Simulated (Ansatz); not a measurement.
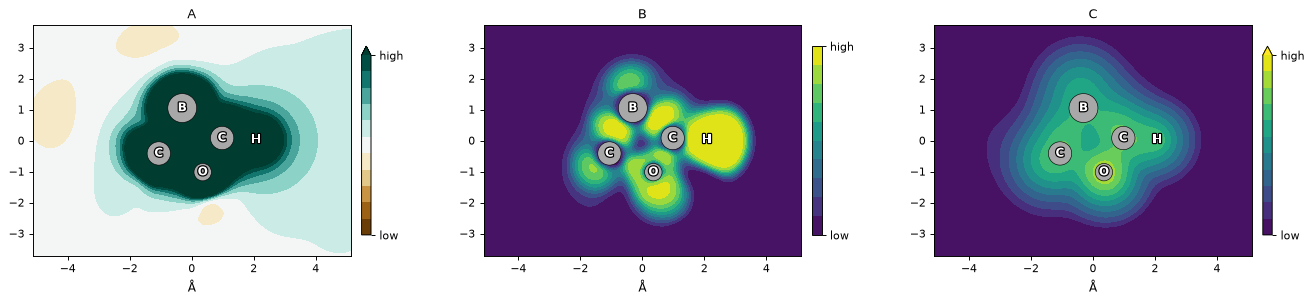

C₂H₅AlBClO: 3 fields on the plane of atoms C2, B3 and C4, with unlabelled colour scales. Grey discs cover the atomic cores.

Computed with RKS B3LYP/def2-SVP in Ansatz 0.2.0.

```xyz
11

Al    0.6037   -1.6678    0.2522
C    -0.4244   -0.2706   -0.7752
B     0.4180    1.0664   -0.3079
C    -0.9578    1.3246    0.4858
Cl    1.7502    0.4373    0.9934
O    -1.6003    0.3328    0.0201
H    -0.0409   -2.2616    1.5749
H     1.6871   -2.4353   -0.6144
H    -0.7790   -0.4131   -1.8043
H     0.8820    1.8951   -1.0513
H    -1.4734    1.9350    1.2473
```

Question: Which field does each panel show? The fields are: electron density, electron localisation function and electrostatic potential.

Answer: Panel A: electrostatic potential (strongly positive close to the atoms and fading to about zero outside). Panel B: electron localisation function. Panel C: electron density. From the grid: C–O (1.27 Å): the density is about 2.9 e/Å³ at the midpoint; the ELF peaks at about 0.90 between the atoms; a polar covalent bond. C–B (1.61 Å): ρ at the midpoint is about 1.3 e/Å³; the ELF peaks at about 0.95 between the atoms, as expected for a covalent bond.
